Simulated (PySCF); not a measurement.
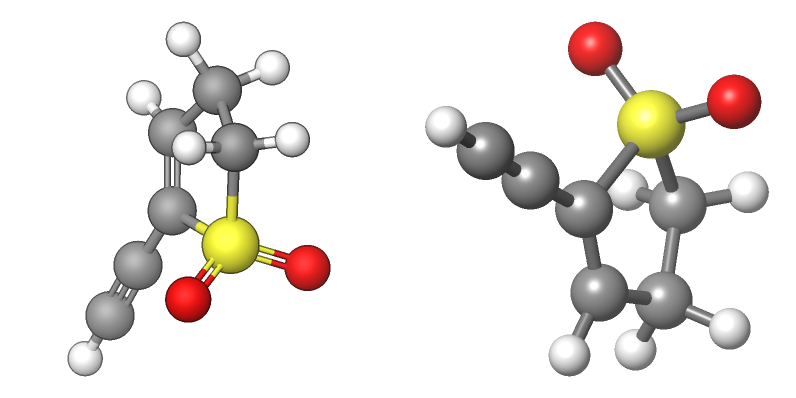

Both panels show the same species. Colours: carbon grey, sulfur yellow, oxygen red, hydrogen white.

The computed structure is the end point of a GFN2-xTB optimisation. No frequency run is at hand to confirm it as a minimum.

What does the picture show?

Formula C₆H₆O₂S. Its SMILES string is `C#CC1=CCCS1(=O)=O`. Independent rings (smallest set): 1 of 5 members. Among its groups: alkene, alkyne, sulfone. The point group is C1. Coordination, clear cases only: 2 C linear; 2 C trigonal planar; 2 C tetrahedral.

More results for the same structure follow; atom numbers are the same in all pictures, views and colours differ.

## Dipole moment

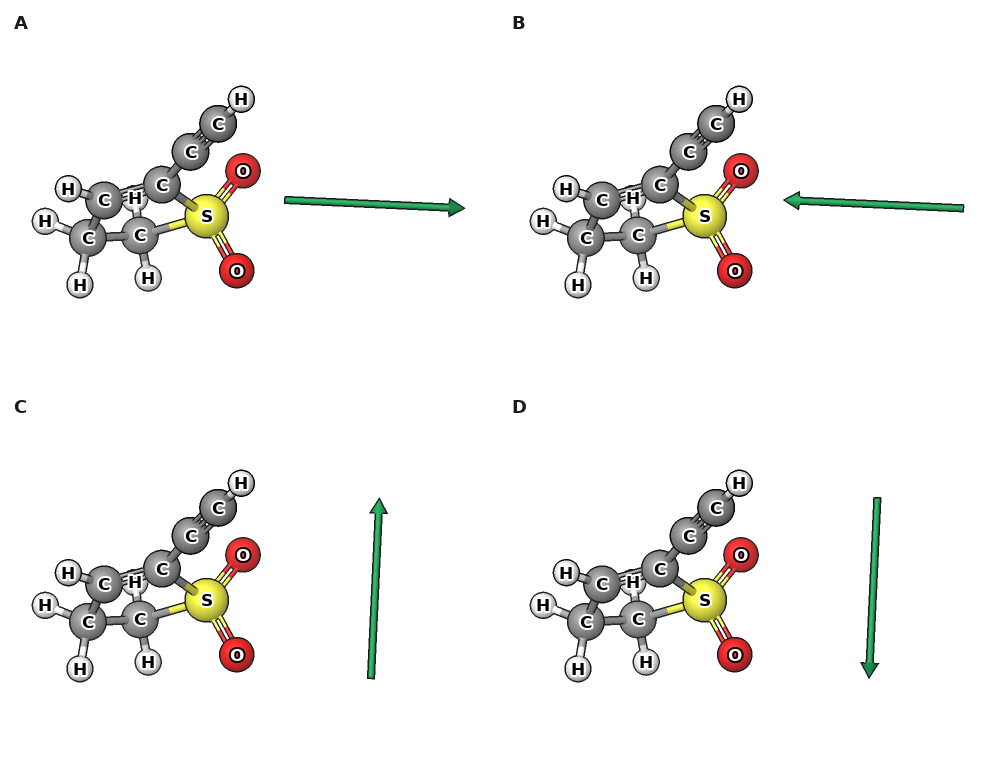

The same molecule four times, each with an arrow. No frequency run is at hand to confirm it as a minimum. Properties computed with PBE0/def2-SVPD, gas phase (PySCF 2.14.0).

> Which arrow points along the dipole moment, from the negative to the positive end?

B. The dipole moment is 5.32 D.

## Excitation

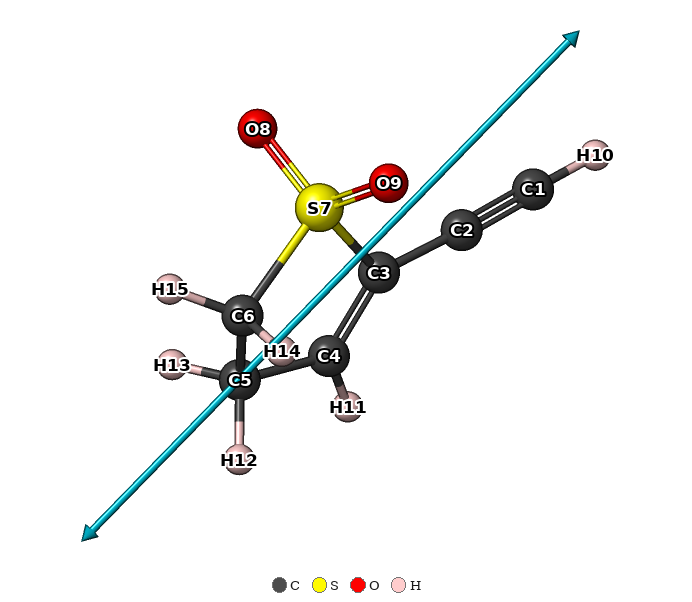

The double arrow shows the direction of the transition dipole to excited singlet state 2 (its length means nothing). No frequency run is at hand to confirm it as a minimum. Level of theory: TDDFT PBE0/def2-SVPD, vertical, gas phase, core orbitals frozen in the response (PySCF 2.14.0).

> Give its energy, strength and character.

5.36 eV (231 nm), oscillator strength 0.19, mainly HOMO → LUMO (weight 0.81); transition dipole 3.08 D.

## Polarisability

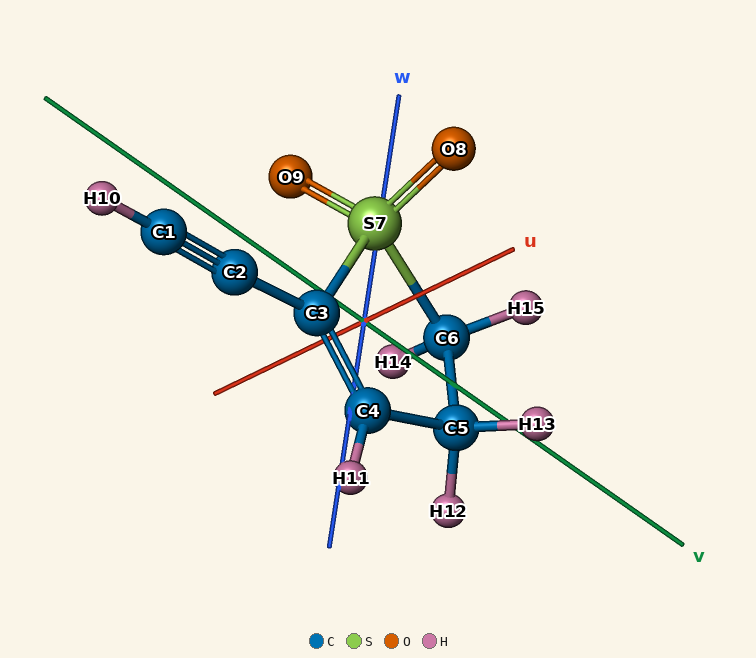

The lines u, v and w are the principal axes of the static dipole polarisability. No frequency run is at hand to confirm it as a minimum. Method: PBE0/def2-SVPD (PySCF 2.14.0).

> Along which axis is the molecule most polarisable, and along which least?

Most along v (nearly parallel to the C1–C2 bond), least along u.

> Give the three principal values.

u 67.7, v 128.0, w 88.2 bohr³; mean 94.7, anisotropy 53.1 bohr³.
